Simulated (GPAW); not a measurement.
**HfSi2P4 monolayer: work function by functional and basis**

Wanted: work functions and dipole of HfSi2P4 monolayer, with the cost of each level.

Main program and level: GPAW 26.7.0; GPAW, PAW setups; layer in a repeated cell with vacuum, relaxation of atoms and in-plane cell, in the first sound run; inputs show where later runs differ.

### 1. The starting structure

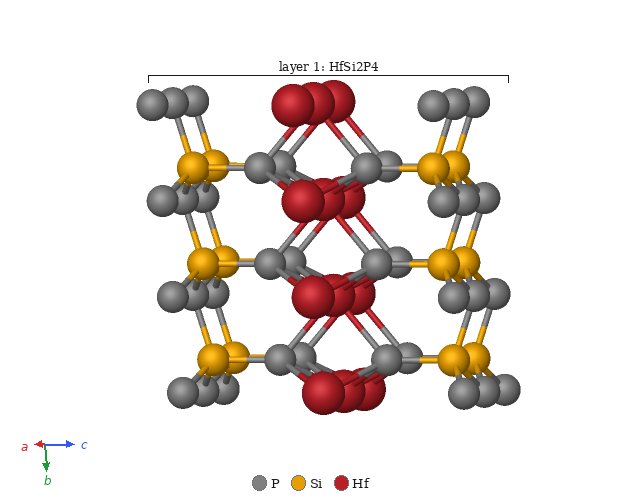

Start, viewed from the side, with the c axis across the page; phosphorus grey, silicon orange, hafnium red. 2×3×1 cells are drawn. Bonds to atoms that aren't drawn are left out. Some periodic images of atoms are drawn too.

The cell holds 7 atoms: 4 P, 2 Si and 1 Hf. Cell: a = 3.480 Å, b = 3.480 Å, c = 22.887 Å, α = 90.0°, β = 90.0°, γ = 120.0°. Vacuum lies along c.

### 2. Relaxation

The atoms are relaxed first, since the surface dipole, and with it the work function, follows the positions of the outer layers.

File run.py:

```python
import json
import numpy as np
from ase import Atoms
from ase.filters import FrechetCellFilter
from ase.optimize import BFGS
from gpaw import GPAW, PW

slab = Atoms(
    ['P', 'Si', 'P', 'Hf', 'P', 'Si', 'P'],
    positions=[
        [0.00000, 0.00000, 7.00000],
        [-0.00000, 2.00918, 7.64444],
        [-0.00000, 2.00918, 9.75444],
        [0.00000, 0.00000, 11.44376],
        [-0.00000, 2.00918, 13.13309],
        [-0.00000, 2.00918, 15.24309],
        [0.00000, 0.00000, 15.88753]],
    cell=[[3.48, 0.0, 0.0], [-1.74, 3.01377, 0.0], [0.0, 0.0, 22.8875]],
    pbc=[True, True, True])

slab.calc = GPAW(mode=PW(600), xc='PBE', kpts={'size': (9, 9, 1), 'gamma': True},
                 occupations={'name': 'fermi-dirac', 'width': 0.05}, nbands='200%',
                 convergence={'density': 1e-05}, maxiter=200,
                 symmetry={'tolerance': 1e-3}, txt='slab.txt')
result = {}
# The in-plane cell is free; stress needs a cell that repeats along all three vectors
path = []
opt = BFGS(FrechetCellFilter(slab, mask=[1, 1, 0, 0, 0, 1]), maxstep=0.2)
opt.attach(lambda: path.append((slab.get_potential_energy(), slab.positions.tolist(), slab.get_forces().tolist())))
result['relaxed'] = bool(opt.run(fmax=0.02, steps=45))
result['path'] = path
result['cell'] = slab.cell.tolist()
print('in-plane lattice', slab.cell.cellpar().round(4)[[0, 1, 5]])
energy = slab.get_potential_energy()
fermi = slab.calc.get_fermi_level()
v = slab.calc.get_electrostatic_potential().mean((0, 1)) - fermi
n = slab.calc.get_pseudo_density().mean((0, 1))
L = slab.cell[2, 2]
z = np.arange(len(v)) * L / len(v)
low, high = slab.positions[:, 2].min(), slab.positions[:, 2].max()
below, above = np.interp([low - 4.8, high + 4.8], z, v)
slopes = [np.interp(x, z, np.gradient(v, z)) for x in (low - 4.8, high + 4.8)]
eps = np.array([[slab.calc.get_eigenvalues(k, s) for k in range(len(slab.calc.get_ibz_k_points()))]
                for s in range(slab.calc.get_number_of_spins())]) - fermi
top, bottom = eps[eps < 0].max(), eps[eps > 0].min()
dipole = slab.get_dipole_moment()[2]
print(f'energy {energy:.4f} eV, Fermi level {fermi:.4f} eV, dipole {dipole:.5f} e A')
print(f'potential 4.8 A off the faces, from the Fermi level: lower {below:.4f} eV, upper {above:.4f} eV')
print(f'slope of the potential there: lower {slopes[0]:.5f}, upper {slopes[1]:.5f} eV/A')
print(f'nearest levels on the mesh: {top:.4f} and {bottom:.4f} eV')
print('magnetic moment', round(slab.get_magnetic_moment(), 3))
result.update(energy=energy, fermi=fermi, dipole=dipole, below=below, above=above, slopes=slopes, edges=[top, bottom],
              z=z.tolist(), v=v.tolist(), n=n.tolist(), positions=slab.positions.tolist(),
              forces=slab.get_forces(apply_constraint=False).tolist(), moments=slab.get_magnetic_moments().tolist())
json.dump(result, open('result.json', 'w'))
```

Run with:

```console
$ OMP_NUM_THREADS=1 OPENBLAS_NUM_THREADS=1 python run.py
```

Output:

```text
Step          Energy          fmax
BFGS:    0      -40.015658        3.693839
BFGS:    1      -40.763454        3.125788
BFGS:    2      -42.041260        0.795893
BFGS:    3      -42.070167        0.723109
BFGS:    4      -42.223919        0.227915
BFGS:    5      -42.232454        0.087725
BFGS:    6      -42.233043        0.033496
BFGS:    7      -42.233097        0.021115
BFGS:    8      -42.233179        0.026727
BFGS:    9      -42.233331        0.038649
BFGS:   10      -42.233543        0.042283
BFGS:   11      -42.233710        0.028872
BFGS:   12      -42.233773        0.011323
in-plane lattice [  3.6406   3.6406 120.    ]
energy -42.2307 eV, Fermi level 0.6238 eV, dipole 0.00043 e A
potential 4.8 A off the faces, from the Fermi level: lower 5.5203 eV, upper 5.5190 eV
slope of the potential there: lower 0.00031, upper 0.00041 eV/A
nearest levels on the mesh: -0.2192 and 0.0022 eV
magnetic moment 0.0
```

Elapsed: 18 min, on 1 thread of Arm Neoverse V1, shared host; peak memory 0.51 GiB.

This step gave:

```yaml
dipole_along_the_normal: 4.33e-4 e·Å
levels_nearest_the_fermi_level_on_the_mesh: -0.2192, 0.002197 eV from the Fermi level
```

The electrostatic potential energy of an electron (without an applied field's), less the Fermi level, planar mean oscillates, so the rows of the table below give means over windows of 1.7 Å about each position, cut where the curve ends. Its maxima inside the range that stand out by 2 % of the span (Å: eV): 7.2: -10.8, 8.9: 2.15, 10.6: -5.11, 12.3: -5.11, 14.0: 2.15, 15.7: -10.8. Its minima: 6.8: -13.5, 7.5: -11.7, 9.9: -11.0, 11.4: -17.3, 13.0: -11.0, 15.3: -11.7, 16.1: -13.5.

Electrostatic potential energy of an electron (without an applied field's), less the Fermi level, planar mean against z; means over each step:

```tsv
z (Å)	electrostatic potential energy of an electron (without an applied field's), less the Fermi level, planar mean (eV)
0.85	5.52
2.55	5.52
4.25	5.44
5.95	-1.72
7.65	-8.67
9.35	-3.29
11.05	-10.9
12.75	-7.03
14.45	-2.63
16.15	-8.92
17.85	4.69
19.55	5.51
21.25	5.52
```

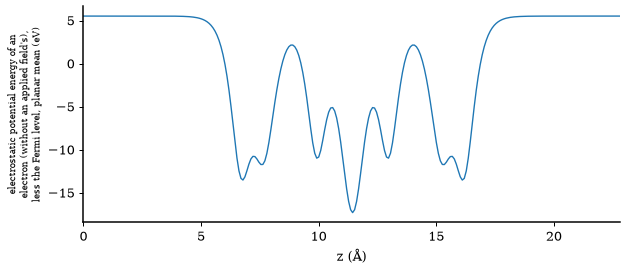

Electrostatic potential energy of an electron (without an applied field's), less the Fermi level, planar mean against z.

The pseudo valence density, planar mean oscillates, so the rows of the table below give means over windows of 2.5 Å about each position, cut where the curve ends. Its maxima inside the range that stand out by 2 % of the span (Å: e/Å³): 7.1: 0.392, 11.5: 0.889, 15.8: 0.392. Its minima: 8.6: 0.140, 14.2: 0.140.

The pseudo valence density, planar mean by z; means over each step:

```tsv
z (Å)	pseudo valence density, planar mean (e/Å³)
2.5	5.6e-5
5.0	0.0533
7.5	0.254
10.0	0.324
12.5	0.431
15.0	0.237
17.5	0.0942
20.0	1.7e-4
22.5	0
```

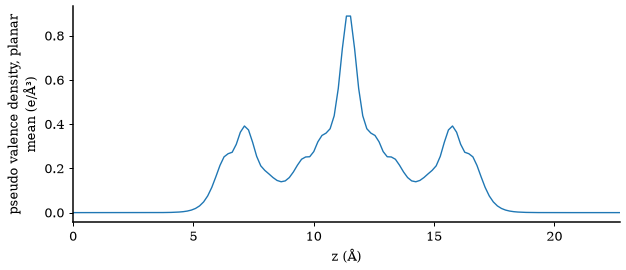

Pseudo valence density, planar mean, plotted against z.

The relaxation lowered the energy of the cell by 2.23 eV (energies extrapolated to zero smearing; the optimiser's log prints free energies). The largest force left on a free atom is 0.011 eV/Å.

### 3. Plane waves, PBE

With the geometry fixed, the planar mean of the potential gives the vacuum level on each side.

This step: GPAW, PAW setups; slab in vacuum (GPAW 26.7.0).

The cell differs from the one that the last finished run ended in (c 22.887 → 23.493 Å).

Changes to run.py since step 2:

```diff
@@ -3,4 +3,2 @@
 from ase import Atoms
-from ase.filters import FrechetCellFilter
-from ase.optimize import BFGS
 from gpaw import GPAW, PW
@@ -10,25 +8,18 @@
     positions=[
-        [0.00000, 0.00000, 7.00000],
-        [-0.00000, 2.00918, 7.64444],
-        [-0.00000, 2.00918, 9.75444],
-        [0.00000, 0.00000, 11.44376],
-        [-0.00000, 2.00918, 13.13309],
-        [-0.00000, 2.00918, 15.24309],
-        [0.00000, 0.00000, 15.88753]],
-    cell=[[3.48, 0.0, 0.0], [-1.74, 3.01377, 0.0], [0.0, 0.0, 22.8875]],
-    pbc=[True, True, True])
+        [-0.00000, 0.00000, 7.00000],
+        [-0.00000, 2.10192, 7.97438],
+        [-0.00000, 2.10192, 10.22693],
+        [-0.00000, -0.00000, 11.74653],
+        [-0.00000, 2.10192, 13.26615],
+        [-0.00000, 2.10192, 15.51869],
+        [-0.00000, 0.00000, 16.49308]],
+    cell=[[3.64064, 0.0, 0.0], [-1.82032, 3.15289, 0.0], [0.0, 0.0, 23.4931]],
+    pbc=[True, True, False])
 
-slab.calc = GPAW(mode=PW(600), xc='PBE', kpts={'size': (9, 9, 1), 'gamma': True},
+slab.calc = GPAW(mode=PW(400), xc='PBE', kpts={'size': (9, 9, 1), 'gamma': True},
                  occupations={'name': 'fermi-dirac', 'width': 0.05}, nbands='200%',
                  convergence={'density': 1e-05}, maxiter=200,
+                 poissonsolver={'dipolelayer': 'xy'},
                  symmetry={'tolerance': 1e-3}, txt='slab.txt')
 result = {}
-# The in-plane cell is free; stress needs a cell that repeats along all three vectors
-path = []
-opt = BFGS(FrechetCellFilter(slab, mask=[1, 1, 0, 0, 0, 1]), maxstep=0.2)
-opt.attach(lambda: path.append((slab.get_potential_energy(), slab.positions.tolist(), slab.get_forces().tolist())))
-result['relaxed'] = bool(opt.run(fmax=0.02, steps=45))
-result['path'] = path
-result['cell'] = slab.cell.tolist()
-print('in-plane lattice', slab.cell.cellpar().round(4)[[0, 1, 5]])
 energy = slab.get_potential_energy()
```

Output:

```text
energy -42.2223 eV, Fermi level 0.4655 eV, dipole -0.00059 e A
potential 4.8 A off the faces, from the Fermi level: lower 5.5159 eV, upper 5.5237 eV
slope of the potential there: lower -0.00004, upper 0.00004 eV/A
nearest levels on the mesh: -0.2194 and 0.0019 eV
magnetic moment 0.0
```

Elapsed: 65 s, on 1 thread; peak memory 0.24 GiB.

This step gave:

| Property | Result |
| --- | --- |
| dipole along the normal | -5.89e-4 e·Å |
| levels nearest the Fermi level on the mesh | -0.2194, 0.001947 eV from the Fermi level |
| upper work function | 5.524 eV |
| lower work function | 5.516 eV |

The electrostatic potential energy of an electron (without an applied field's), less the Fermi level, planar mean oscillates, so the rows of the table below give means over windows of 1.78 Å about each position, cut where the curve ends. Its maxima inside the range that stand out by 2 % of the span (Å: eV): 7.6: -10.8, 9.1: 2.15, 10.9: -5.13, 12.6: -5.12, 14.4: 2.16, 15.9: -10.7. Its minima: 7.0: -13.5, 7.9: -11.8, 10.3: -11.0, 11.7: -17.3, 13.2: -11.0, 15.6: -11.7, 16.5: -13.5.

Electrostatic potential energy of an electron (without an applied field's), less the Fermi level, planar mean against z; means over each step:

```tsv
z (Å)	electrostatic potential energy of an electron (without an applied field's), less the Fermi level, planar mean (eV)
0.89	5.52
2.67	5.52
4.45	5.45
6.23	-1.60
8.01	-8.10
9.79	-3.92
11.57	-10.8
13.35	-5.38
15.13	-5.33
16.91	-4.96
18.69	5.33
20.47	5.52
22.25	5.52
```

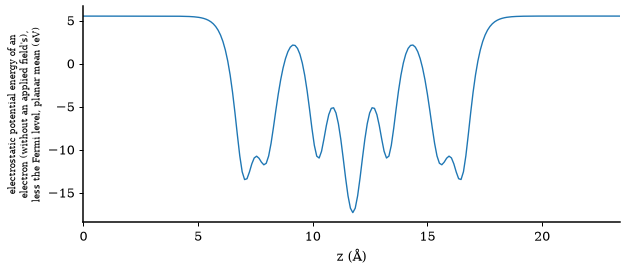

Electrostatic potential energy of an electron (without an applied field's), less the Fermi level, planar mean against z.

Table of pseudo valence density, planar mean by z:

```tsv
z (Å)	pseudo valence density, planar mean (e/Å³)
3	1.9e-5
4	3.4e-4
5	0.00624
6	0.0996
7	0.293
8	0.236
9	0.140
10	0.250
11	0.391
12	0.742
13	0.324
14	0.190
15	0.170
16	0.383
17	0.235
18	0.0260
19	0.00147
20	8.0e-5
```

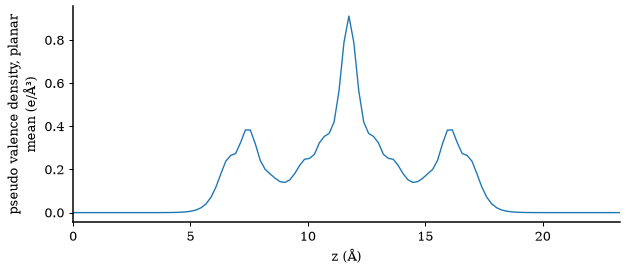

Pseudo valence density, planar mean, plotted against z.

The potential is flat to 4.3e-5 eV/Å where it is read, so the vacuum is wide enough.

### 4. Self-consistent run: xc = "revPBE"

The same geometry under revPBE, to see how far the functional moves the levels against the vacuum.

Changes to run.py since step 3:

```diff
@@ -18,3 +18,3 @@
 
-slab.calc = GPAW(mode=PW(400), xc='PBE', kpts={'size': (9, 9, 1), 'gamma': True},
+slab.calc = GPAW(mode=PW(400), xc='revPBE', kpts={'size': (9, 9, 1), 'gamma': True},
                  occupations={'name': 'fermi-dirac', 'width': 0.05}, nbands='200%',
```

Output:

```text
energy -40.2797 eV, Fermi level 0.5503 eV, dipole -0.00059 e A
potential 4.8 A off the faces, from the Fermi level: lower 5.4255 eV, upper 5.4333 eV
slope of the potential there: lower -0.00005, upper 0.00005 eV/A
nearest levels on the mesh: -0.0171 and 0.0874 eV
magnetic moment 0.0
```

The job ended after 65 s (1 thread; peak memory 0.24 GiB).

This step gave:

- levels nearest the Fermi level on the mesh: -0.01707, 0.08738 eV from the Fermi level
- upper work function: 5.433 eV
- lower work function: 5.426 eV

The electrostatic potential energy of an electron (without an applied field's), less the Fermi level, planar mean oscillates, so the rows of the table below give means over windows of 1.78 Å about each position, cut where the curve ends. Its maxima inside the range that stand out by 2 % of the span (Å: eV): 7.6: -10.8, 9.1: 2.07, 10.9: -5.21, 12.6: -5.21, 14.4: 2.08, 15.9: -10.8. Its minima: 7.0: -13.5, 7.9: -11.8, 10.3: -11.0, 11.7: -17.4, 13.2: -11.0, 15.6: -11.8, 16.5: -13.5.

Electrostatic potential energy of an electron (without an applied field's), less the Fermi level, planar mean against z; means over each step:

```tsv
z (Å)	electrostatic potential energy of an electron (without an applied field's), less the Fermi level, planar mean (eV)
0.89	5.43
2.67	5.43
4.45	5.36
6.23	-1.67
8.01	-8.19
9.79	-4.00
11.57	-10.9
13.35	-5.46
15.13	-5.41
16.91	-5.03
18.69	5.24
20.47	5.43
22.25	5.43
```

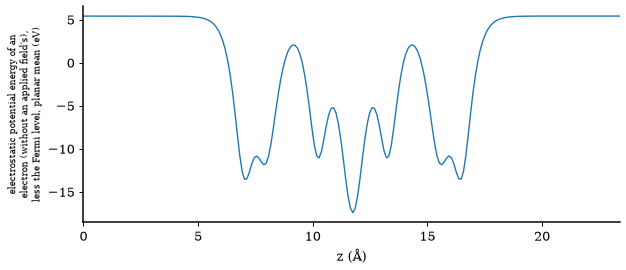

Electrostatic potential energy of an electron (without an applied field's), less the Fermi level, planar mean against z.

Pseudo valence density, planar mean against z:

```tsv
z (Å)	pseudo valence density, planar mean (e/Å³)
3	2.0e-5
4	3.4e-4
5	0.00611
6	0.0998
7	0.293
8	0.236
9	0.140
10	0.250
11	0.391
12	0.742
13	0.324
14	0.191
15	0.170
16	0.383
17	0.236
18	0.0258
19	0.00144
20	8.2e-5
```

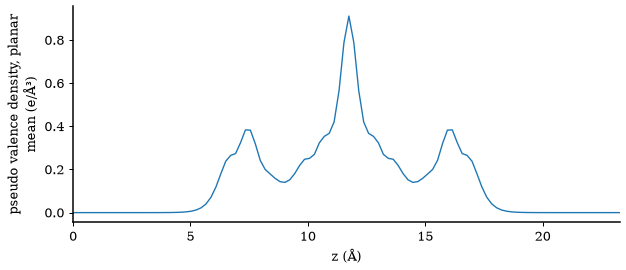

Pseudo valence density, planar mean against z.

Force by atom:

```tsv
atom	x (eV/Å)	y (eV/Å)	z (eV/Å)	size
P1	0.0000	0.0000	-0.0780	0.0780
Si2	0.0000	0.0000	-0.0050	0.0050
P3	0.0000	0.0000	-0.0653	0.0653
Hf4	0.0000	0.0000	0.0000	0.0000
P5	0.0000	0.0000	0.0653	0.0653
Si6	0.0000	0.0000	0.0050	0.0050
P7	0.0000	0.0000	0.0780	0.0780
```

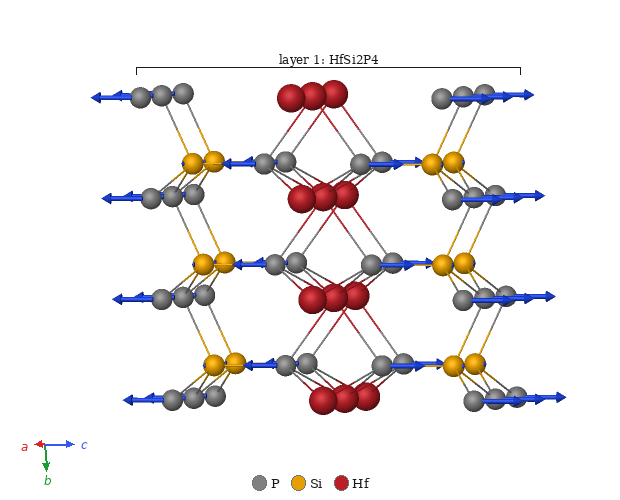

Force as arrows, the longest 0.0780 eV/Å. Bonds to atoms that aren't drawn are left out. 2×3×1 cells are drawn. Some periodic images of atoms are drawn too.

The upper face's work function is 5.433 eV, against 5.524 eV in the first plane-wave PBE run at this geometry.

### 5. Self-consistent run: xc = "RPBE"

The same geometry under RPBE, to see how far the functional moves the levels against the vacuum.

Changes to run.py since step 4:

```diff
@@ -18,3 +18,3 @@
 
-slab.calc = GPAW(mode=PW(400), xc='revPBE', kpts={'size': (9, 9, 1), 'gamma': True},
+slab.calc = GPAW(mode=PW(400), xc='RPBE', kpts={'size': (9, 9, 1), 'gamma': True},
                  occupations={'name': 'fermi-dirac', 'width': 0.05}, nbands='200%',
```

Output:

```text
energy -39.9806 eV, Fermi level 0.5644 eV, dipole -0.00059 e A
potential 4.8 A off the faces, from the Fermi level: lower 5.4267 eV, upper 5.4344 eV
slope of the potential there: lower -0.00006, upper 0.00006 eV/A
nearest levels on the mesh: -0.0242 and 0.0926 eV
magnetic moment 0.0
```

Run time: 66 s. Hardware: 1 thread; peak memory 0.24 GiB.

Numbers from this step:

```yaml
levels_nearest_the_fermi_level_on_the_mesh: -0.02418, 0.09264 eV from the Fermi level
upper_work_function: 5.434 eV
lower_work_function: 5.427 eV
```

The upper face's work function is 5.434 eV, against 5.524 eV in the first plane-wave PBE run at this geometry.

### 6. OptPBE vdW: xc = "optPBE-vdW"

The same geometry under optPBE-vdW, to see how far the functional moves the levels against the vacuum (the van der Waals functionals take revPBE setups).

Changes to run.py since step 5:

```diff
@@ -18,3 +18,3 @@
 
-slab.calc = GPAW(mode=PW(400), xc='RPBE', kpts={'size': (9, 9, 1), 'gamma': True},
+slab.calc = GPAW(mode=PW(400), xc='optPBE-vdW', kpts={'size': (9, 9, 1), 'gamma': True},
                  occupations={'name': 'fermi-dirac', 'width': 0.05}, nbands='200%',
```

Output:

```text
energy -91.3080 eV, Fermi level 0.3741 eV, dipole -0.00059 e A
potential 4.8 A off the faces, from the Fermi level: lower 5.7140 eV, upper 5.7217 eV
slope of the potential there: lower -0.00010, upper 0.00010 eV/A
nearest levels on the mesh: -0.0469 and 0.1098 eV
magnetic moment 0.0
```

Run time: 77 s. Hardware: 1 thread; peak memory 0.42 GiB.

Numbers from this step:

| Property | Result |
| --- | --- |
| levels nearest the Fermi level on the mesh | -0.04689, 0.1098 eV from the Fermi level |
| upper work function | 5.722 eV |
| lower work function | 5.714 eV |

The upper face's work function is 5.722 eV, against 5.524 eV in the first plane-wave PBE run at this geometry.

### 7. Self-consistent run: xc = "LDA"

The same geometry under LDA, to see how far the functional moves the levels against the vacuum.

Changes to run.py since step 6:

```diff
@@ -18,3 +18,3 @@
 
-slab.calc = GPAW(mode=PW(400), xc='optPBE-vdW', kpts={'size': (9, 9, 1), 'gamma': True},
+slab.calc = GPAW(mode=PW(400), xc='LDA', kpts={'size': (9, 9, 1), 'gamma': True},
                  occupations={'name': 'fermi-dirac', 'width': 0.05}, nbands='200%',
```

Output:

```text
energy -46.4673 eV, Fermi level 0.2200 eV, dipole -0.00059 e A
potential 4.8 A off the faces, from the Fermi level: lower 5.7443 eV, upper 5.7521 eV
slope of the potential there: lower -0.00003, upper 0.00003 eV/A
nearest levels on the mesh: -0.1664 and 0.0411 eV
magnetic moment 0.0
```

Run time: 63 s. Hardware: 1 thread; peak memory 0.24 GiB.

Numbers from this step:

* dipole along the normal: -5.90e-4 e·Å
* levels nearest the Fermi level on the mesh: -0.1664, 0.04112 eV from the Fermi level
* upper work function: 5.752 eV
* lower work function: 5.744 eV

The electrostatic potential energy of an electron (without an applied field's), less the Fermi level, planar mean oscillates, so the rows of the table below give means over windows of 1.78 Å about each position, cut where the curve ends. Its maxima inside the range that stand out by 2 % of the span (Å: eV): 7.6: -10.5, 9.1: 2.40, 10.9: -4.80, 12.6: -4.79, 14.4: 2.41, 15.9: -10.5. Its minima: 7.0: -13.2, 7.9: -11.5, 10.3: -10.7, 11.7: -16.9, 13.2: -10.7, 15.6: -11.5, 16.5: -13.2.

The electrostatic potential energy of an electron (without an applied field's), less the Fermi level, planar mean by z; means over each step:

```tsv
z (Å)	electrostatic potential energy of an electron (without an applied field's), less the Fermi level, planar mean (eV)
0.89	5.74
2.67	5.74
4.45	5.68
6.23	-1.39
8.01	-7.85
9.79	-3.67
11.57	-10.4
13.35	-5.11
15.13	-5.07
16.91	-4.75
18.69	5.56
20.47	5.75
22.25	5.75
```

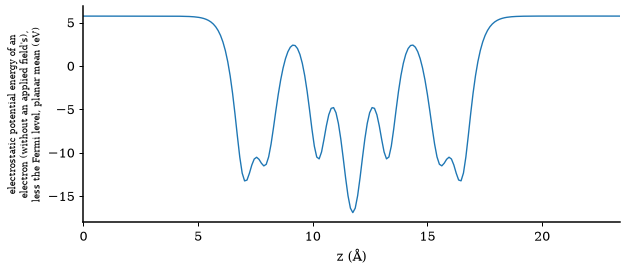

Electrostatic potential energy of an electron (without an applied field's), less the Fermi level, planar mean against z.

The upper face's work function is 5.752 eV, against 5.524 eV in the first plane-wave PBE run at this geometry.

(Part 1 of 2 ends here.)

[Logs are printed without paths, hosts, clocks, repeated set-up lines and the standing remarks that a program may print on its own settings, such as how far it seeks lower states.]

[Hosts, paths, dates, database ids (printed as entryN), source tags and the programs' standing remarks are cut or masked in the printed files.]
